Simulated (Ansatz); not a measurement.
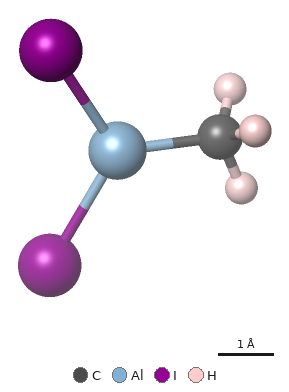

This is the input geometry for a relaxation of CH₃AlI₂ (coarse preliminary run). The picture is a ball-and-stick view, seen at a tilt.

The start comes from a force field.

All numbers below come from Ansatz 0.2.0, RKS PBE-D4/def2-SVP.

Input
```yaml
crystal:
  periodic: [false, false, false]
  atoms:
    - {symbol: C, position_ang: [-0.057400, 1.006200, -0.047100]}
    - {symbol: Al, position_ang: [0.074100, -0.931200, 0.043900]}
    - {symbol: I, position_ang: [2.047100, -1.971100, 1.284700]}
    - {symbol: I, position_ang: [-1.611700, -2.436800, -1.078100]}
    - {symbol: H, position_ang: [-1.018000, 1.300200, -0.650400]}
    - {symbol: H, position_ang: [-0.182500, 1.484500, 0.964700]}
    - {symbol: H, position_ang: [0.809700, 1.480100, -0.563400]}
basis:
  gaussian: {orbitals: def2-SVP}
hamiltonian: {xc: pbe, dispersion: d4}
relax: {f_tol: 0.03, max_steps: 200}
```

### What does the optimiser find from here?

Over 3 geometry steps the energy falls by 0.101 eV. The largest force component goes from 1.6 to 0.022 eV/Å. I3 moves most after the best rigid fit: 0.067 Å. Largest moves by element: I 0.067 Å, C 0.043 Å, H 0.034 Å, Al 0.020 Å. Some distances before and after: C1–H5 1.172 → 1.108 Å, Al2–I3 2.552 → 2.489 Å, Al2–I4 2.523 → 2.489 Å, C1–H6 1.126 → 1.110 Å. Among the angles between lasting bonds that change: H5–C1–H6 105.4° → 108.7°, Al2–C1–H6 112.9° → 110.3°, C1–Al2–I3 118.8° → 121.1°. The run took roughly 14 core-seconds on a shared host.

Final geometry:

```xyz
7

C    -0.0933    1.0212   -0.0642
Al    0.0875   -0.9177    0.0368
I     1.9889   -1.9683    1.2521
I    -1.5634   -2.4403   -1.0371
H    -0.9914    1.3151   -0.6424
H    -0.1689    1.4546    0.9549
H     0.8019    1.4674   -0.5456
```

The end point in the same view:

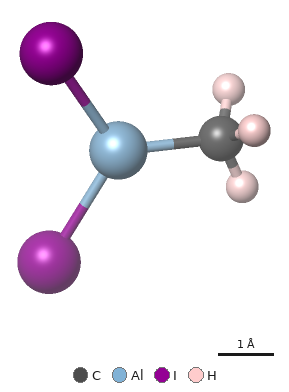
